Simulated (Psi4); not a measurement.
# triplet GaH3O: levels of theory compared

Wanted: a comparison of 3 runs (U-wB97X-V/aug-cc-pVDZ, UDSD-PBEP86/aug-cc-pVDZ, UTPSSh/aug-cc-pVDZ) of triplet GaH3O. 

Program for the calculation: Psi4 1.11.

**1. The structure to begin with**

GaH3O: 5 atoms, total charge 0, spin state triplet. SMILES of the parent species: `[H][Ga]([H])[OH]`. The shape comes from GFN2-xTB, which is rough for such elements, and wasn't checked as a minimum. That shape belongs to the parent species and isn't relaxed for this state.

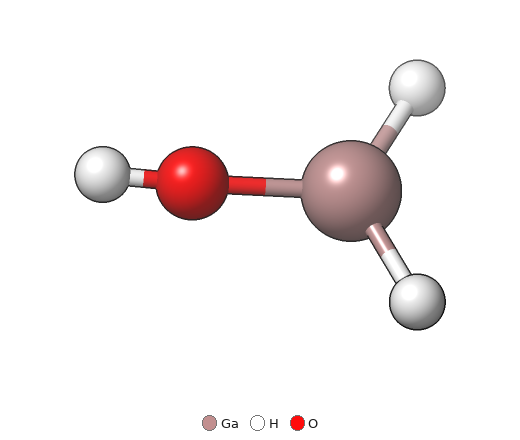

The structure, seen from a chosen angle (gallium pink, hydrogen white, oxygen red).

**2. A single-point energy at U-wB97X-V/aug-cc-pVDZ (run 1)**

Input file job.json:

```json
{
 "schema_name": "qcschema_input",
 "schema_version": 1,
 "molecule": {
  "schema_name": "qcschema_molecule",
  "schema_version": 2,
  "symbols": ["Ga", "H", "H", "O", "H"],
  "geometry": [0.55516374, 0.92770435, -0.2090604, 3.45209499, 0.71439206, -0.39123, -1.00499415, 3.3671707, -0.53067289, -1.0115326, -1.77135368, 0.39705036, -1.99073199, -3.23791343, 0.73391294],
  "molecular_charge": 0,
  "molecular_multiplicity": 3,
  "fix_symmetry": "c1"
 },
 "driver": "energy",
 "model": {
  "method": "wb97x-v",
  "basis": "aug-cc-pVDZ"
 },
 "keywords": {
  "reference": "uks",
  "puream": true,
  "e_convergence": 1e-09,
  "d_convergence": 1e-08,
  "scf_type": "pk",
  "dft_radial_points": 99,
  "dft_spherical_points": 590,
  "maxiter": 200
 }
}
```

Run with:

```console
psi4 --qcschema job.json -n 1 --memory 1600MB
```

stdout:

```text
[...]
  Running in c1 symmetry.
[...]
  Nuclear repulsion =  113.556993976569743
[...]
  Multiplicity = 3
[...]
  Nalpha       = 22
  Nbeta        = 20
[...]
    Number of basis functions: 86
[...]
   @UKS iter   1: -2000.57658432616358   -2.98488e+00   1.42976e-02 ADIIS/DIIS
[...]
   @UKS iter  16: -2001.44912334244623   -7.50333e-12   5.06554e-09 DIIS
[...]
   @S^2 Observed:                2.012366003E+00
[...]
    Orbital Energies [Eh]
    ---------------------
    Alpha Occupied:
       1A   -372.455079     2A    -46.018031     3A    -40.762917
       4A    -40.762436     5A    -40.761321     6A    -19.285506
       7A     -5.640684     8A     -3.924476     9A     -3.923685
      10A     -3.921677    11A     -1.177878    12A     -0.981219
      13A     -0.979186    14A     -0.973227    15A     -0.972309
      16A     -0.971154    17A     -0.704713    18A     -0.555274
      19A     -0.528139    20A     -0.490892    21A     -0.454054
      22A     -0.183213
    Alpha Virtual:
      23A      0.021990    24A      0.033556    25A      0.040118
[...]
  @UKS Final Energy: -2001.44912334244623
   => Energetics <=
    Nuclear Repulsion Energy =            113.5569939765697427
    One-Electron Energy =               -3013.8314676455374865
    Two-Electron Energy =                 963.8076808094857597
    DFT Exchange-Correlation Energy =     -65.1566953631364356
    Empirical Dispersion Energy =           0.0000000000000000
    VV10 Nonlocal Energy =                  0.1743648801722826
    Total Energy =                      -2001.4491233424462280
[...]
 Multipole Moments:
 ------------------------------------------------------------------------------------
     Multipole            Electronic (a.u.)      Nuclear  (a.u.)        Total (a.u.)
 ------------------------------------------------------------------------------------
 L = 1.  Multiply by 2.5417464519 to convert [e a0] to [Debye]
 Dipole X            :          0.7883872           -1.1930445           -0.4046573
 Dipole Y            :          1.3851758           -1.9808706           -0.5956948
 Dipole Z            :         -0.3099279            0.4467291            0.1368012
 Magnitude           :                                                    0.7330173
[...]
```

The result, in JSON:

```text
{
 "driver": "energy",
 "model": {
  "method": "wb97x-v",
  "basis": "aug-cc-pVDZ"
 },
 "success": true,
 "return_result": -2001.4491233424462,
 "properties": {
  "calcinfo_nbasis": 86,
  "calcinfo_nmo": 86,
  "calcinfo_nalpha": 22,
  "calcinfo_nbeta": 20,
  "calcinfo_natom": 5,
  "nuclear_repulsion_energy": 113.55699397656974,
  "return_energy": -2001.4491233424462,
  "scf_one_electron_energy": -3013.8314676455375,
  "scf_two_electron_energy": 963.8076808094858,
  "scf_vv10_energy": 0.1743648801722826,
  "scf_xc_energy": -65.15669536313644,
  "scf_dipole_moment": [-0.4046572886987265, -0.5956947820716929, 0.13680119702298393],
  "scf_total_energy": -2001.4491233424462,
  "scf_iterations": 16
 }
}
```

Run time: 98 s. Hardware: 1 thread of AMD EPYC 7R43 (Zen 3), shared host; peak memory 1.2 GiB.

**3. The energy at UDSD-PBEP86/aug-cc-pVDZ (density fitting for correlation) (run 2)**

Input file gah3o_ase.py:

```python
import numpy as np
from ase.calculators.psi4 import Psi4
from ase import Atoms

atoms = Atoms(['Ga', 'H', 'H', 'O', 'H'], positions=[
    [0.293780, 0.490920, -0.110630],
    [1.826770, 0.378040, -0.207030],
    [-0.531820, 1.781830, -0.280820],
    [-0.535280, -0.937360, 0.210110],
    [-1.053450, -1.713430, 0.388370],
])
calc = Psi4(atoms=atoms, method='dsd-pbep86', basis='aug-cc-pVDZ', memory='1600MB', num_threads=1, charge=0, multiplicity=3, label='calc', reference='uks')
calc.psi4.set_options({'puream': True, 'e_convergence': 1e-09, 'd_convergence': 1e-08, 'scf_type': 'pk', 'dft_radial_points': 99, 'dft_spherical_points': 590, 'num_frozen_docc': 10, 'maxiter': 200})
atoms.calc = calc

print(f'energy: {atoms.get_potential_energy():.6f} eV')
```

Run with:

```console
python gah3o_ase.py
```

calc.dat:

```text
[...]
  Running in c1 symmetry.
[...]
  Nuclear repulsion =  113.556993935151965
[...]
  Multiplicity = 3
[...]
  Nalpha       = 22
  Nbeta        = 20
[...]
    Number of basis functions: 86
[...]
   @UKS iter   1: -1999.67250975497700   -3.35994e+00   1.39405e-02 ADIIS/DIIS
[...]
   @UKS iter  19: -2000.48570291683291   -1.00499e-10   8.64465e-09 DIIS
[...]
   @S^2 Observed:                2.029929828E+00
[...]
    Orbital Energies [Eh]
    ---------------------
    Alpha Occupied:
       1A   -376.689120     2A    -47.439602     3A    -41.910437
       4A    -41.908941     5A    -41.907970     6A    -20.134751
       7A     -6.123079     8A     -4.280755     9A     -4.279667
      10A     -4.278953    11A     -1.294689    12A     -1.107947
      13A     -1.103675    14A     -1.100018    15A     -1.097806
      16A     -1.097148    17A     -0.726128    18A     -0.562341
      19A     -0.556162    20A     -0.521078    21A     -0.464221
      22A     -0.160676
    Alpha Virtual:
      23A      0.008978    24A      0.024785    25A      0.027381
[...]
  @UKS Final Energy: -2000.48570291683291
   => Energetics <=
    Nuclear Repulsion Energy =            113.5569939351519650
    One-Electron Energy =               -3014.7799046899358473
    Two-Electron Energy =                 924.7507521789768816
    DFT Exchange-Correlation Energy =     -24.0135443410261260
    Empirical Dispersion Energy =           0.0000000000000000
    VV10 Nonlocal Energy =                  0.0000000000000000
    Total Energy =                      -2000.4857029168329063
[...]
 Multipole Moments:
 ------------------------------------------------------------------------------------
     Multipole            Electronic (a.u.)      Nuclear  (a.u.)        Total (a.u.)
 ------------------------------------------------------------------------------------
 L = 1.  Multiply by 2.5417464519 to convert [e a0] to [Debye]
 Dipole X            :          0.7527009           -1.1930445           -0.4403436
 Dipole Y            :          1.3415331           -1.9808706           -0.6393375
 Dipole Z            :         -0.2994968            0.4467291            0.1472324
 Magnitude           :                                                    0.7901470
[...]
```

On the terminal:

```text
energy: -54440.510094 eV
```

It took 35 s on 1 thread of AMD EPYC 7R43 (Zen 3), shared host; peak memory 1.2 GiB.

**4. The energy at UTPSSh/aug-cc-pVDZ (run 3)**

Input file input.json:

```json
{
  "schema_name": "qcschema_input",
  "schema_version": 1,
  "molecule": {
    "schema_name": "qcschema_molecule",
    "schema_version": 2,
    "symbols": ["Ga", "H", "H", "O", "H"],
    "geometry": [0.55516374, 0.92770435, -0.2090604, 3.45209499, 0.71439206, -0.39123, -1.00499415, 3.3671707, -0.53067289, -1.0115326, -1.77135368, 0.39705036, -1.99073199, -3.23791343, 0.73391294],
    "molecular_charge": 0,
    "molecular_multiplicity": 3,
    "fix_symmetry": "c1",
    "fix_com": true,
    "fix_orientation": true
  },
  "driver": "energy",
  "model": {
    "method": "tpssh",
    "basis": "aug-cc-pVDZ"
  },
  "keywords": {
    "reference": "uks",
    "puream": true,
    "e_convergence": 1e-09,
    "d_convergence": 1e-08,
    "scf_type": "pk",
    "dft_radial_points": 99,
    "dft_spherical_points": 590,
    "maxiter": 200,
    "scf_properties": ["DIPOLE", "LOWDIN_CHARGES", "MULLIKEN_CHARGES"]
  }
}
```

Run with:

```console
psi4 --qcschema input.json -n 1 --memory 1600MB
```

stdout:

```text
[...]
  Running in c1 symmetry.
[...]
  Nuclear repulsion =  113.556993976569743
[...]
  Multiplicity = 3
[...]
  Nalpha       = 22
  Nbeta        = 20
[...]
    Number of basis functions: 86
[...]
   @UKS iter   1: -2000.70743073366020   -2.49118e+00   1.47031e-02 ADIIS/DIIS
[...]
   @UKS iter  16: -2001.65594185751615   -4.54747e-12   3.93851e-09 DIIS
[...]
   @S^2 Observed:                2.007671658E+00
[...]
  @UKS Final Energy: -2001.65594185751615
   => Energetics <=
    Nuclear Repulsion Energy =            113.5569939765697427
    One-Electron Energy =               -3013.6692668958630748
    Two-Electron Energy =                 974.8249682029813812
    DFT Exchange-Correlation Energy =     -76.3686371412039762
    Empirical Dispersion Energy =           0.0000000000000000
    VV10 Nonlocal Energy =                  0.0000000000000000
    Total Energy =                      -2001.6559418575161544
[...]
 Multipole Moments:
 ------------------------------------------------------------------------------------
     Multipole            Electronic (a.u.)      Nuclear  (a.u.)        Total (a.u.)
 ------------------------------------------------------------------------------------
 L = 1.  Multiply by 2.5417464519 to convert [e a0] to [Debye]
 Dipole X            :        -10.0173687            9.5741840           -0.4431847
 Dipole Y            :        -16.0943409           15.4316547           -0.6626862
 Dipole Z            :          3.6444438           -3.4924595            0.1519844
 Magnitude           :                                                    0.8115817
[...]
  Mulliken Charges: (a.u.)
   Center  Symbol    Alpha    Beta     Spin     Total
       1    GA    16.20592 15.27279  0.93313 -0.47871
       2     H     0.53424  0.19968  0.33456  0.26608
       3     H     0.53911  0.19050  0.34861  0.27039
       4     O     4.31381  3.91219  0.40162 -0.22601
       5     H     0.40691  0.42484 -0.01792  0.16825
   Total alpha = 22.00000, Total beta = 20.00000, Total charge =  0.00000
  Lowdin Charges: (a.u.)
   Center  Symbol    Alpha    Beta     Spin     Total
       1    GA    15.70523 14.76316  0.94207  0.53160
[...]
```

The result, in JSON:

```text
{
 "driver": "energy",
 "model": {
  "method": "tpssh",
  "basis": "aug-cc-pVDZ"
 },
 "success": true,
 "return_result": -2001.6559418575162,
 "properties": {
  "calcinfo_nbasis": 86,
  "calcinfo_nmo": 86,
  "calcinfo_nalpha": 22,
  "calcinfo_nbeta": 20,
  "calcinfo_natom": 5,
  "nuclear_repulsion_energy": 113.55699397656974,
  "return_energy": -2001.6559418575162,
  "scf_one_electron_energy": -3013.669266895863,
  "scf_two_electron_energy": 974.8249682029814,
  "scf_xc_energy": -76.36863714120398,
  "scf_dipole_moment": [-0.44318472633163175, -0.6626861719091295, 0.15198436298562612],
  "scf_total_energy": -2001.6559418575162,
  "scf_iterations": 16
 }
}
```

It took 76 s on 1 thread of AMD EPYC 7R43 (Zen 3), shared host; peak memory 1.1 GiB.

**5. All runs side by side**

```csv
run,level,frozen core orbitals,fitting correlation,energy (Eh),dipole moment (D),HOMO energy (eV),⟨S²⟩,wall time
1,U-wB97X-V/aug-cc-pVDZ,0,–,-2001.449123,1.86,-4.99,2.012,98 s
2,UDSD-PBEP86/aug-cc-pVDZ (density fitting for correlation),10,density fitting,-2000.651861,–,-4.37,2.030,35 s
3,UTPSSh/aug-cc-pVDZ,0,–,-2001.655942,2.06,-2.83,2.008,76 s
```

**6. Summary of results**

```
                                 quantity           value
                      run 3: total energy  -2001.65594 Eh
                     run 3: dipole moment          2.06 D
run 3: HOMO energy (highest over α and β)        -2.83 eV
                              run 3: ⟨S²⟩           2.008
```

Totals of different functionals can't be ranked against each other. All runs together took 3.5 min, the longest 98 s.
